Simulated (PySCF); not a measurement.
```xyz
2

Ge    0.0000    0.0000   -0.3024
O     0.0000    0.0000    1.3976
```

These are results of PBE0/aug-cc-pVDZ(-PP), non-relativistic Hamiltonian with scalar-relativistic core potentials where named, at a bond length of 1.700 Å (PySCF), not measurements.

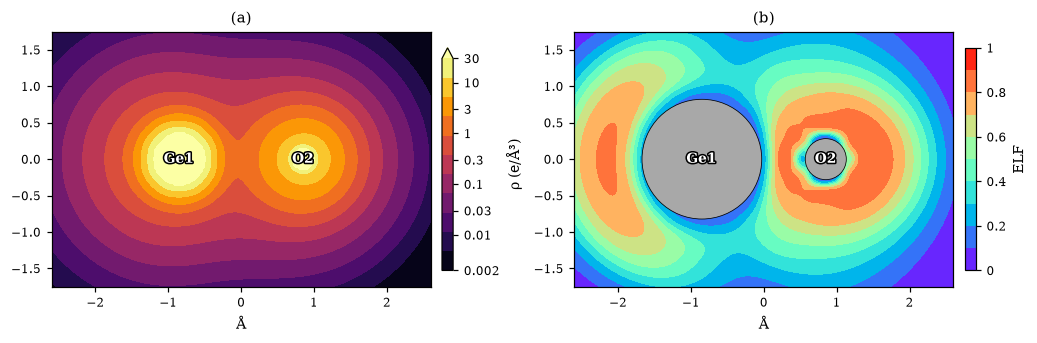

GeO (charge −1, doublet). (a) electron density; (b) electron localisation function on a plane that holds the molecular axis. Grey discs cover the atomic cores in the ELF map.

Read the bonding off the picture.

Answer.
- The plane passes through Ge and O nuclei.
- Ge–O (1.70 Å): ρ at the midpoint is about 1.1 e/Å³; the ELF peaks at about 0.85 in the valence shell of O, 0.6 Å from its nucleus, and is about 0.25 at the midpoint.
- The ELF also peaks beside O2 and Ge1, away from the bonds: non-bonding electrons, paired or unpaired.
